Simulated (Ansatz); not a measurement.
Consider AlN in the wurtzite structure (space group P6_3mc, No. 186; a = 3.130 Å, c = 5.017 Å).

The change: cell and atoms relaxed at a pressure of 4.5 GPa.

Method: Ansatz (an electronic-structure program), PBE, PAW, cutoff 420 eV, no spin-orbit coupling, earlier PAW set.

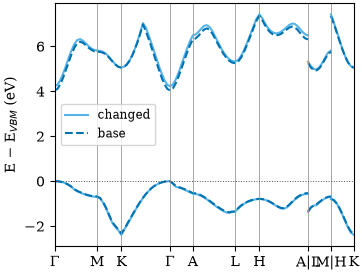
*Highest valence and lowest conduction band along the path, each from its own valence-band maximum*

The gap is 4.22 eV, direct at Γ; the base has 4.04 eV.

Load acts through the strain it causes; cell and atoms are relaxed under it. Whether these cells are dynamically stable was not tested. Tetrahedral semiconductors of this kind turn to denser phases somewhere between about 1 and 50 GPa; those were not computed, so compressed cells here can lie past the real transition.
